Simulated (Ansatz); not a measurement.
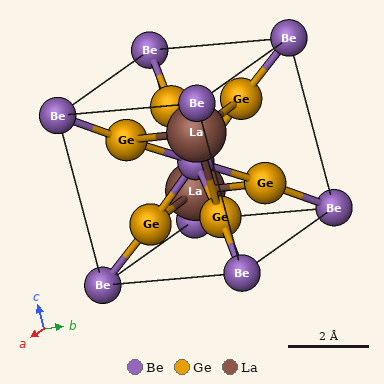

Structure drawing (ball-and-stick), viewed slightly off an axis. The simulation cell is drawn as a box.

```xyz
10
Lattice="3.0717 1.7734 4.9448 -3.0717 1.7734 4.9448 0.0000 -3.5469 4.9448" Properties=species:S:1:pos:R:3 pbc="T T T"
Be    0.0000    0.0000    0.0000
Be    0.0000    0.0000    7.4172
Ge   -0.0399    1.7734    8.6534
Ge   -1.5159   -0.9213    8.6534
Ge    1.5558   -0.8521    8.6534
Ge    0.0399   -1.7735    6.1810
Ge    1.5159    0.9213    6.1810
Ge   -1.5558    0.8521    6.1810
La    0.0000    0.0000    3.7086
La    0.0000    0.0000   11.1258
```

Setup: DFT, PAW plane waves, PBE in Ansatz 0.2.0; a kinetic-energy cutoff of 420 eV, a 7×7×7 sampling of the Brillouin zone, Gaussian smearing of 0.12 eV, no spin polarisation. The pressure of the cell is 22 GPa.

### How are the electrons shared out in a Bader analysis?

La +1.17 e; Be +1.41 e; Ge -0.86 e.

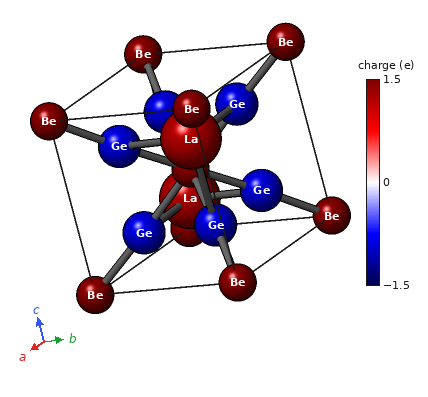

The atoms coloured by those charges.

The picture shows a generated cell, made by putting these elements into a known structure type (the compound may or may not exist in this form); the geometry isn't optimised. Ansatz was used for an electronic-structure calculation on it.

At this level of theory the cell isn't at rest (compressed, at 22 GPa), so its distances can differ from those at equilibrium, the more so the softer the solid.
